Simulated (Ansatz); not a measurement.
```xyz
7

Al    0.0784   -0.0576    0.0722
F     0.0151    0.4870    1.6572
Cl    1.8493    0.3151   -1.0001
Cl   -1.7615   -0.1080   -0.9881
O     0.0998   -1.9462    0.6284
H    -0.6722   -2.4301    0.2872
H     0.0710   -1.9821    1.6008
```

Level of theory: Ansatz 0.2.0, RKS B3LYP/def2-SVP.

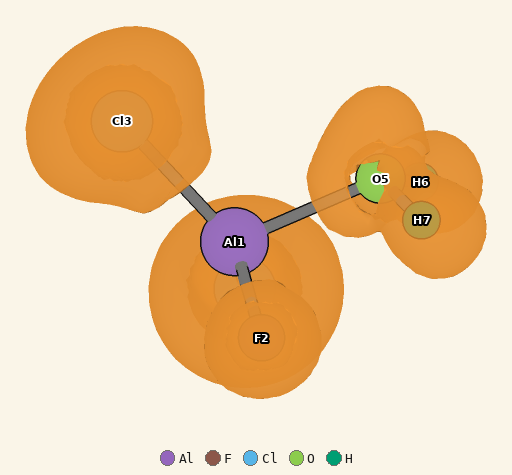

AlCl₂FH₂O. Isosurface of the ELF at 0.8 (orange), seen from one side. Core shells and regions of very low density are left out.

Describe the localisation domains.

At this value the surface marks out two regions on Cl in which the atom's valence shell and bonds are merged, one region wrapped around F (its valence shell) and one joined region spread over several atoms (H, O), in which their bonds and any lone pairs are merged.

Values along the shortest contacts:
Al–F (1.68 Å): the ELF peaks at about 0.85 in the valence shell of F, 0.6 Å from its nucleus, and is about 0.30 at the midpoint. Al–O (1.97 Å): the ELF peaks at about 0.90 in the valence shell of O, 0.6 Å from its nucleus, and is about 0.55 at the midpoint.
